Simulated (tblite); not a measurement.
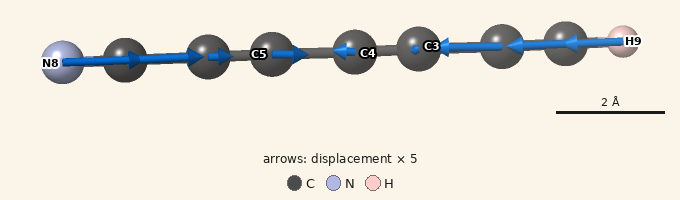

A relaxation of C7HN (charge +1, multiplicity 2). The starting structure is drawn; blue arrows show the displacements, magnified 5 times. The two geometries are superimposed by the best rigid fit.

The picture is a ball-and-stick view, seen from a free direction.

Method: tblite, GFN2-xTB geometry optimisation, gas phase. 

Q: Describe the change and its energy.

A: Over 15 geometry steps the energy falls by 2.412 eV. The atom that moves furthest after the best rigid fit is the N atom (0.31 Å). Largest moves by element: N 0.31 Å, C 0.30 Å, H 0.23 Å. Among the contacts that change: C–C 1.556 → 1.326 Å, C–C 1.543 → 1.317 Å, C–C 1.545 → 1.345 Å, C–C 1.188 → 1.242 Å. Cost: 0.09 s on 1 thread of Arm Neoverse V1 (shared host).
